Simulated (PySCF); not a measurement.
```xyz
2

Si    0.0000    0.0000   -0.5145
C     0.0000    0.0000    1.1995
```

Theory: PBE0/def2-TZVPPD, non-relativistic Hamiltonian with scalar-relativistic core potentials where named, at a bond length of 1.714 Å (PySCF).

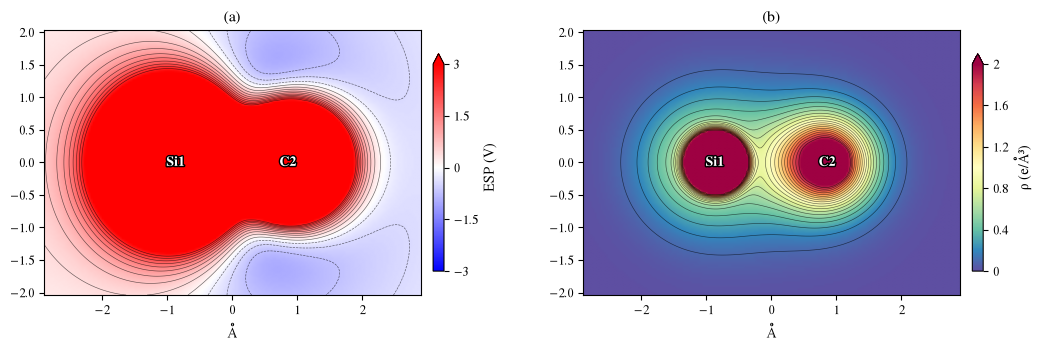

SiC (triplet). (a) electrostatic potential; (b) electron density on a plane that holds the molecular axis.

Question: Describe what can be read from this map.

Answer: Atoms in the plane: Si and C.
C–Si (1.71 Å): the density is about 1 e/Å³ at the midpoint.
Outside the dense part of the molecule the potential is most negative (−1.0 V) near C2.
